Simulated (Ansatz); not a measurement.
The figure comes from a scan of Sb (A7 type, space group R-3m): the cell is scaled evenly about its relaxed volume V₀. Computed with PBE-D3(BJ) (plane waves to 420 eV, PAW, scalar-relativistic; Ansatz, an electronic-structure program). k mesh 13×13×13 (Γ-centred), Fermi-Dirac smearing 0.05 eV. Stress and pressure are positive under compression. Sb was relaxed with its symmetry unable to fall. Spin-orbit coupling is left out, though Sb is heavy. The PAW data are Ansatz's earlier set. 

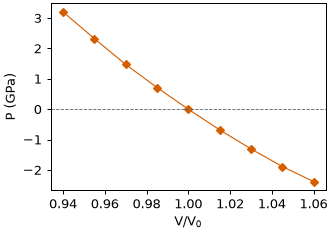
Figure: P (GPa) against V/V₀; one marker a computed point.

Problem. Read the plotted values off the figure, to the accuracy that the plot allows.

Solution. To the nearest 0.1:

```
V/V₀   P (GPa)
-----  -------
0.940      3.2
0.955      2.3
0.970      1.5
0.985      0.7
1.000      0.0
1.015     -0.7
1.030     -1.3
1.045     -1.9
1.060     -2.4
```

(A scan under strain: stresses follow from slopes of the energy per volume, elastic moduli from its curvatures.)
